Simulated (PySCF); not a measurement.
**Run report: C₂H₆FNSi, geometry relaxation**

System: C₂H₆FNSi.
Method: PBE0-D3(BJ)/def2-SVP geometry optimisation, gas phase (PySCF 2.14.0).

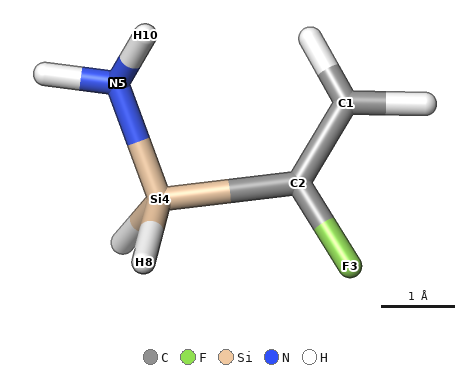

*The starting structure (stick view, seen at a tilt; atoms are numbered from 1 in the order of the input).*

Bond lengths as drawn: C–C 1.33 Å, C–F 1.37 Å, C–H 1.03 to 1.09 Å, C–Si 1.93 Å, H–N 1.00 to 1.02 Å, H–Si 1.43 to 1.47 Å and N–Si 1.71 Å.

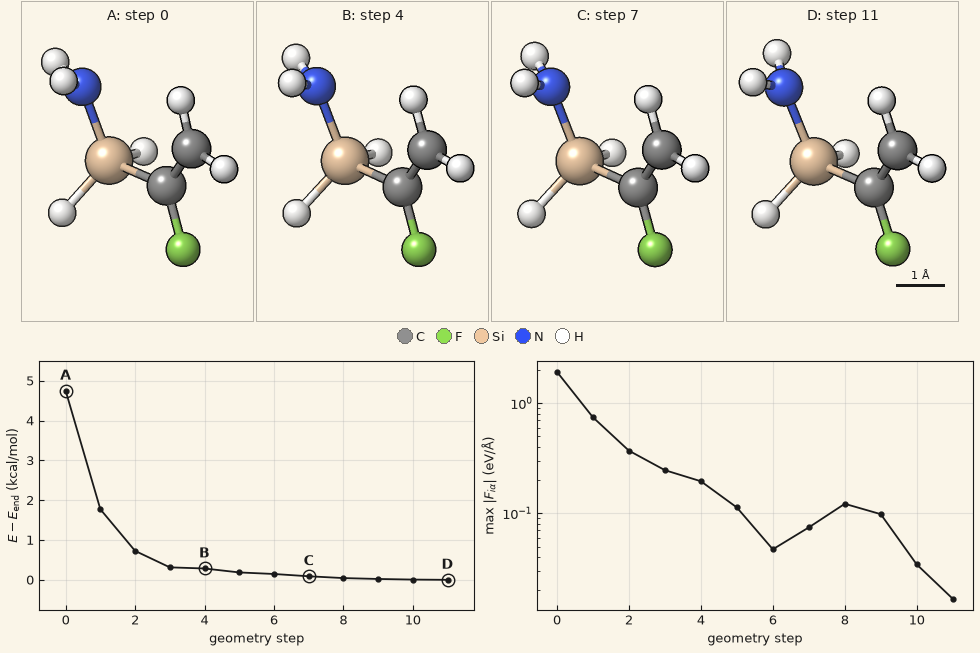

*Frames of the relaxation (ball-and-stick view, seen at a tilt) above the curves, on which the letters mark them (steps are counted from 0).*

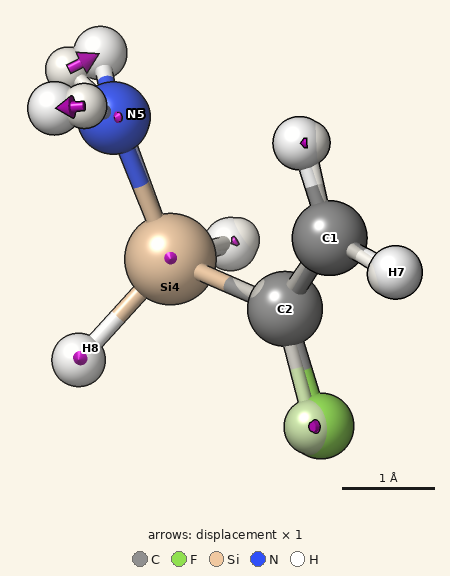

*Start (faint) and end (solid) with the displacements as pink arrows, at true length (ball-and-stick view, seen at a tilt). The two geometries are laid on each other by the best rigid fit.*

The energy falls by 4.75 kcal/mol in 11 geometry steps. The largest force component goes from 1.9 to 0.017 eV/Å. The atom that moves furthest after the best rigid fit is H11 (0.40 Å). Largest moves by element: H 0.40 Å, F 0.14 Å, Si 0.10 Å, N 0.08 Å, C 0.07 Å. Among the contacts that change: Si4–H9 1.427 → 1.493 Å, C1–H6 1.034 → 1.091 Å, C2–Si4 1.934 → 1.888 Å, C2–F3 1.375 → 1.347 Å. Among the angles that change: C2–Si4–N5 103.5° → 108.6°, H10–N5–H11 108.4° → 111.5°, C2–C1–H6 121.3° → 118.6°. (Atoms are counted from 1 in the order of the input.)

The input that produced these results follows, with the program's output.

### Input
```
{"job": {"xc": "PBE0", "basis": "def2-SVP", "d3": "d3bj", "grid": 1, "shake": 0.01, "kind": "geom"}, "charge": 0, "multiplicity": 1}
C     -1.604990    -0.819650    -0.283830
C     -1.041720     0.383500    -0.319640
F     -1.838610     1.479990    -0.547860
Si     0.833740     0.811000    -0.119100
N      1.503380    -0.623120     0.531990
H     -1.042090    -1.672710    -0.126150
H     -2.677580    -0.916740    -0.430020
H      0.886460     2.037160     0.692390
H      1.436000     1.014150    -1.397090
H      1.083240    -1.050490     1.360280
H      2.500290    -0.668920     0.623370
```

The first line tells a small driver script what to run in PySCF; the rest is the geometry in Å.

Command:
```bash
OMP_NUM_THREADS=1 python <driver script> task.json out
```

### Log
```
step   0  E = -523.25516029  max force = 0.037474
step   1  E = -523.25990264  max force = 0.014494
step   2  E = -523.26156725  max force = 0.007215
step   3  E = -523.26222610  max force = 0.004800
step   4  E = -523.26227205  max force = 0.003808
step   5  E = -523.26242952  max force = 0.002201
step   6  E = -523.26249166  max force = 0.000917
step   7  E = -523.26258303  max force = 0.001452
step   8  E = -523.26265550  max force = 0.002376
step   9  E = -523.26269076  max force = 0.001914
step  10  E = -523.26271527  max force = 0.000668
step  11  E = -523.26272559  max force = 0.000326
optimisation converged
```

### Trajectory as extended XYZ (Å, eV, eV/Å), 12 frames, from step=0 to step=11
```
11
Properties=species:S:1:pos:R:3:forces:R:3 step=0 energy=-14238.49815
C    -1.6050   -0.8196   -0.2838   -1.2004   1.9054  -0.3212
C    -1.0417    0.3835   -0.3196    0.1836   1.0837  -0.1753
F    -1.8386    1.4800   -0.5479    0.5824  -0.7331   0.1611
Si    0.8337    0.8110   -0.1191   -1.8469  -0.6386   0.6357
N     1.5034   -0.6231    0.5320   -0.2333  -0.5703   0.6287
H    -1.0421   -1.6727   -0.1262    1.4086  -1.9270   0.3432
H    -2.6776   -0.9167   -0.4300   -0.2642  -0.0356  -0.0139
H     0.8865    2.0372    0.6924    0.0813   0.4429   0.2144
H     1.4360    1.0142   -1.3971    0.6012   0.3738  -1.1589
H     1.0832   -1.0505    1.3603    0.0259   0.2336  -0.2600
H     2.5003   -0.6689    0.6234    0.6618  -0.1348  -0.0538
11
Properties=species:S:1:pos:R:3:forces:R:3 step=1 energy=-14238.62720
C    -1.7697   -0.4727   -0.3977    0.0969  -0.7453   0.0646
C    -0.9861    0.5950   -0.3767    0.7448  -0.0682   0.2215
F    -1.4387    1.8356   -0.5778   -0.3153   0.2083  -0.0926
Si    0.8842    0.5578   -0.0642   -0.0453   0.5077  -0.2525
N     1.3894   -0.9449    0.6391   -0.2599   0.0936   0.0645
H    -1.2528   -1.4378   -0.2363   -0.4263   0.3029  -0.0687
H    -2.8476   -0.4475   -0.5755   -0.0028   0.0261  -0.0084
H     1.1342    1.7957    0.7462    0.0517  -0.0509   0.0607
H     1.5730    0.7704   -1.3799    0.0738  -0.1540   0.1458
H     0.9745   -1.1683    1.5422    0.0836  -0.0391  -0.0843
H     2.3892   -1.1175    0.6722   -0.0012  -0.0813  -0.0506
11
Properties=species:S:1:pos:R:3:forces:R:3 step=2 energy=-14238.67250
C    -1.7526   -0.4925   -0.3847    0.0370  -0.3233   0.0601
C    -0.9518    0.5738   -0.3688   -0.1640  -0.3710   0.0308
F    -1.5019    1.7757   -0.6021    0.0979   0.3139  -0.0408
Si    0.9124    0.6034   -0.0614    0.0023   0.1676  -0.0735
N     1.3852   -0.9159    0.6243   -0.0959   0.0576   0.0625
H    -1.3777   -1.5069   -0.2118    0.1642   0.2042  -0.0069
H    -2.8229   -0.3868   -0.5790   -0.0437   0.0953  -0.0098
H     1.1718    1.8262    0.7687   -0.0175  -0.0210   0.0039
H     1.6441    0.7823   -1.3521    0.0174  -0.0338   0.0351
H     0.9658   -1.1630    1.5164    0.0300  -0.0382  -0.0129
H     2.3774   -1.1306    0.6422   -0.0278  -0.0512  -0.0485
11
Properties=species:S:1:pos:R:3:forces:R:3 step=3 energy=-14238.69042
C    -1.7220   -0.5040   -0.3672   -0.0826   0.2468  -0.0175
C    -0.9542    0.5883   -0.3704   -0.0109  -0.0966  -0.0114
F    -1.4844    1.8030   -0.6164   -0.0894  -0.1132  -0.0130
Si    0.9040    0.6282   -0.0653    0.0541  -0.0159   0.0103
N     1.3308   -0.9087    0.6099    0.0355   0.0185   0.0653
H    -1.2784   -1.4811   -0.1787    0.1101  -0.0151   0.0048
H    -2.7982   -0.4449   -0.5554    0.0023   0.0268  -0.0002
H     1.1788    1.8411    0.7731   -0.0229  -0.0095  -0.0046
H     1.6568    0.7816   -1.3441    0.0201   0.0170  -0.0113
H     0.9049   -1.1665    1.4948    0.0114  -0.0158   0.0155
H     2.3114   -1.1711    0.6116   -0.0277  -0.0430  -0.0379
11
Properties=species:S:1:pos:R:3:forces:R:3 step=4 energy=-14238.69168
C    -1.7238   -0.4956   -0.3648    0.1511  -0.0567   0.0462
C    -0.9535    0.5906   -0.3729   -0.1958   0.1893  -0.1001
F    -1.5041    1.7939   -0.6310    0.0544   0.0372   0.0149
Si    0.9063    0.6326   -0.0630    0.0091  -0.0756   0.0075
N     1.3212   -0.9087    0.6135    0.0199   0.0489   0.0552
H    -1.2340   -1.4498   -0.1735   -0.0821  -0.1432   0.0080
H    -2.8018   -0.4540   -0.5497    0.0609   0.0119   0.0043
H     1.1801    1.8448    0.7749   -0.0201  -0.0039   0.0038
H     1.6672    0.7800   -1.3383    0.0107   0.0158  -0.0030
H     0.8979   -1.1707    1.4986    0.0103   0.0023   0.0055
H     2.2940   -1.1972    0.5980   -0.0185  -0.0259  -0.0423
11
Properties=species:S:1:pos:R:3:forces:R:3 step=5 energy=-14238.69596
C    -1.7187   -0.4979   -0.3646   -0.0022  -0.0526   0.0134
C    -0.9549    0.5925   -0.3762    0.0195   0.1132  -0.0419
F    -1.5026    1.7966   -0.6347    0.0104  -0.0284   0.0109
Si    0.9059    0.6329   -0.0617   -0.0062  -0.0678  -0.0040
N     1.3237   -0.9065    0.6179   -0.0003   0.0579   0.0467
H    -1.2509   -1.4651   -0.1735   -0.0148  -0.0103   0.0038
H    -2.7948   -0.4452   -0.5515   -0.0037  -0.0039  -0.0029
H     1.1748    1.8463    0.7753   -0.0115  -0.0005   0.0110
H     1.6681    0.7830   -1.3366    0.0099   0.0058   0.0077
H     0.9052   -1.1682    1.5055    0.0141   0.0057  -0.0039
H     2.2938   -1.2025    0.5919   -0.0151  -0.0189  -0.0409
11
Properties=species:S:1:pos:R:3:forces:R:3 step=6 energy=-14238.69765
C    -1.7156   -0.4980   -0.3645   -0.0242  -0.0061  -0.0011
C    -0.9547    0.5952   -0.3817    0.0404   0.0348  -0.0086
F    -1.5038    1.7970   -0.6446    0.0010  -0.0293  -0.0015
Si    0.9050    0.6346   -0.0590   -0.0059  -0.0472  -0.0081
N     1.3213   -0.9028    0.6232   -0.0037   0.0419   0.0386
H    -1.2522   -1.4663   -0.1658    0.0035   0.0197  -0.0037
H    -2.7910   -0.4448   -0.5552   -0.0130  -0.0101   0.0008
H     1.1700    1.8479    0.7793   -0.0094   0.0002   0.0108
H     1.6740    0.7838   -1.3301    0.0077   0.0037   0.0073
H     0.9120   -1.1641    1.5147    0.0147   0.0044   0.0005
H     2.2846   -1.2166    0.5754   -0.0113  -0.0121  -0.0351
11
Properties=species:S:1:pos:R:3:forces:R:3 step=7 energy=-14238.70014
C    -1.7133   -0.4960   -0.3661   -0.0322   0.0414  -0.0177
C    -0.9551    0.6001   -0.3925    0.0463  -0.0746   0.0200
F    -1.5050    1.7968   -0.6691   -0.0072   0.0018  -0.0072
Si    0.9019    0.6359   -0.0520   -0.0004   0.0069  -0.0186
N     1.3184   -0.8952    0.6375   -0.0141   0.0062   0.0270
H    -1.2509   -1.4625   -0.1564    0.0129   0.0363   0.0015
H    -2.7881   -0.4455   -0.5618   -0.0133  -0.0144  -0.0012
H     1.1587    1.8499    0.7883   -0.0082  -0.0020   0.0081
H     1.6844    0.7821   -1.3151    0.0030   0.0004   0.0046
H     0.9340   -1.1543    1.5398    0.0140   0.0015   0.0076
H     2.2643   -1.2457    0.5390   -0.0010  -0.0034  -0.0241
11
Properties=species:S:1:pos:R:3:forces:R:3 step=8 energy=-14238.70211
C    -1.7137   -0.4915   -0.3698   -0.0228   0.0553  -0.0218
C    -0.9550    0.6044   -0.4068    0.0245  -0.1222   0.0458
F    -1.5021    1.7963   -0.7043   -0.0030   0.0328  -0.0246
Si    0.8976    0.6369   -0.0416    0.0050   0.0521  -0.0213
N     1.3169   -0.8864    0.6564   -0.0176  -0.0238   0.0202
H    -1.2506   -1.4517   -0.1353    0.0108   0.0215  -0.0063
H    -2.7866   -0.4476   -0.5782   -0.0066  -0.0100   0.0043
H     1.1416    1.8511    0.8024   -0.0040  -0.0080   0.0064
H     1.6970    0.7803   -1.2944   -0.0054  -0.0008  -0.0011
H     0.9711   -1.1421    1.5744    0.0113   0.0014   0.0098
H     2.2333   -1.2838    0.4888    0.0077   0.0017  -0.0115
11
Properties=species:S:1:pos:R:3:forces:R:3 step=9 energy=-14238.70307
C    -1.7181   -0.4873   -0.3741   -0.0112   0.0399  -0.0148
C    -0.9549    0.6051   -0.4138    0.0092  -0.0984   0.0237
F    -1.4942    1.7962   -0.7297    0.0011   0.0342  -0.0111
Si    0.8947    0.6360   -0.0335    0.0075   0.0484  -0.0141
N     1.3192   -0.8822    0.6708   -0.0146  -0.0266   0.0078
H    -1.2563   -1.4451   -0.1280    0.0039   0.0080   0.0056
H    -2.7895   -0.4450   -0.5902    0.0002  -0.0032  -0.0028
H     1.1314    1.8494    0.8130   -0.0028  -0.0081   0.0051
H     1.7005    0.7781   -1.2823   -0.0068  -0.0003  -0.0032
H     1.0028   -1.1333    1.6002    0.0076   0.0035   0.0068
H     2.2141   -1.3061    0.4595    0.0059   0.0027  -0.0031
11
Properties=species:S:1:pos:R:3:forces:R:3 step=10 energy=-14238.70373
C    -1.7253   -0.4815   -0.3796    0.0008   0.0063   0.0015
C    -0.9536    0.6041   -0.4199   -0.0090  -0.0344   0.0093
F    -1.4804    1.7972   -0.7534    0.0082   0.0190  -0.0116
Si    0.8928    0.6333   -0.0254    0.0075   0.0251   0.0020
N     1.3231   -0.8814    0.6827   -0.0099  -0.0181  -0.0092
H    -1.2707   -1.4374   -0.1143   -0.0017  -0.0061  -0.0022
H    -2.7937   -0.4377   -0.6100    0.0035   0.0060   0.0003
H     1.1226    1.8442    0.8259   -0.0002  -0.0050   0.0034
H     1.7010    0.7771   -1.2724   -0.0053   0.0010  -0.0028
H     1.0344   -1.1274    1.6222    0.0045   0.0056   0.0042
H     2.1993   -1.3245    0.4358    0.0015   0.0006   0.0050
11
Properties=species:S:1:pos:R:3:forces:R:3 step=11 energy=-14238.70402
C    -1.7305   -0.4766   -0.3827    0.0012  -0.0076   0.0071
C    -0.9517    0.6036   -0.4217   -0.0058   0.0042  -0.0093
F    -1.4680    1.7990   -0.7664    0.0053   0.0032   0.0002
Si    0.8930    0.6305   -0.0206    0.0038   0.0031   0.0072
N     1.3242   -0.8842    0.6877   -0.0072  -0.0099  -0.0168
H    -1.2835   -1.4343   -0.1109   -0.0027  -0.0042   0.0023
H    -2.7970   -0.4273   -0.6204    0.0028   0.0071  -0.0027
H     1.1211    1.8388    0.8344    0.0004  -0.0019   0.0017
H     1.6999    0.7760   -1.2680   -0.0005   0.0020  -0.0005
H     1.0485   -1.1258    1.6321    0.0023   0.0050   0.0035
H     2.1934   -1.3337    0.4281    0.0004  -0.0010   0.0073
```

### Results in brief

| quantity | value |
| --- | --- |
| outcome | converged |
| total energy | −523.262726 hartree |
| dipole moment | 2.68 D |
| point group | C1 |
| hardware | 1 CPU thread, shared host |
| wall time | 73 s |
| peak memory | 0.43 GiB |
